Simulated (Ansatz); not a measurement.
**MgB2 (P6/mmm): Drude plasma energy along x against volume**

The cell of MgB2 (P6/mmm) is scaled evenly and the response computed anew at each volume, on one mesh. The atoms keep their fractional positions. x, y and z are the Cartesian axes of the input cell.

Cell: a, b, c = 3.085, 3.085, 3.523 Å (primitive vectors), 3 atoms.

Method: Ansatz 0.2.0, PBE, independent particles, k-mesh 15×15×11 with interpolation inside its cells, Gaussian parameter 0.1 eV.

Launch of the response step: `ansatz run input.yaml --threads 4 --pin off --max-ram 8192MiB --backend cpu --events-out ev --progress --plain --runs-dir out`. The series took 8.3 min in all, on 4 threads of Intel(R) Xeon(R) Processor @ 2.50GHz (Skylake/Cascade Lake), with other jobs on the host.

```
V/V₀  V (Å³, primitive cell)  Drude plasma energy along x (eV)
0.94                   27.29                             7.338
0.96                   27.88                                 ?
0.98                   28.46                             7.171
1.00                   29.04                             7.091
1.02                   29.62                             7.013
1.04                   30.20                             6.938
1.06                   30.78                             6.866
```

For small changes the quantity should be close to linear in ln V.

Working, on the rows shown:

| x = ln(V/V₀) | y = Drude plasma energy along x |
| --- | --- |
| -0.0618754 | 7.338 |
| -0.0202027 | 7.171 |
| 0 | 7.091 |
| 0.0198026 | 7.013 |
| 0.0392207 | 6.938 |
| 0.0582689 | 6.866 |

Means: x̄ = 0.005869, ȳ = 7.0695. Σ(x − x̄)(y − ȳ) = -0.0368, Σ(x − x̄)² = 0.009356. Slope = -0.0368 / 0.009356 = -3.933; intercept = ȳ − slope · x̄ = 7.0926. The line misses the rows shown by at most 0.0026 eV.

Q: Predict the last column of the withheld row from the fit.

A: At x = -0.040822 the line gives y = 7.2531 eV. The run gave 7.253 eV, so the interpolation holds to the digits printed.

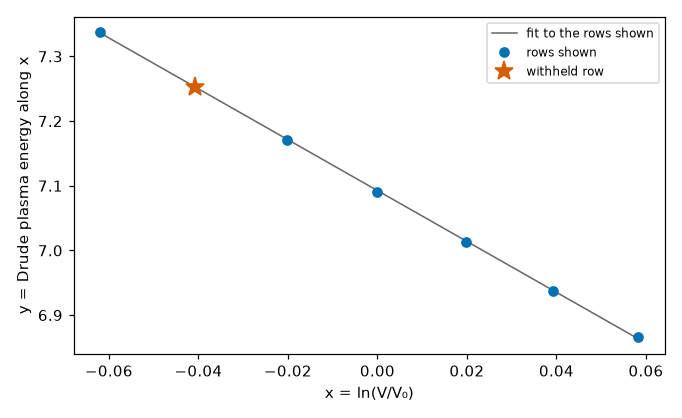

Between the rows on either side of x = 0 the slope is (7.013 − 7.171) / (0.019803 − (-0.020203)) = -3.949. So d ln ωp/d ln V = -0.56; free electrons would give −0.50. The values come from a sum over the points of one k-mesh and carry its error, which is largest for Fermi-surface quantities.

[Logs are printed without paths, hosts, clocks, repeated set-up lines and the standing remarks that a program may print on its own settings, such as how far it seeks lower states.]
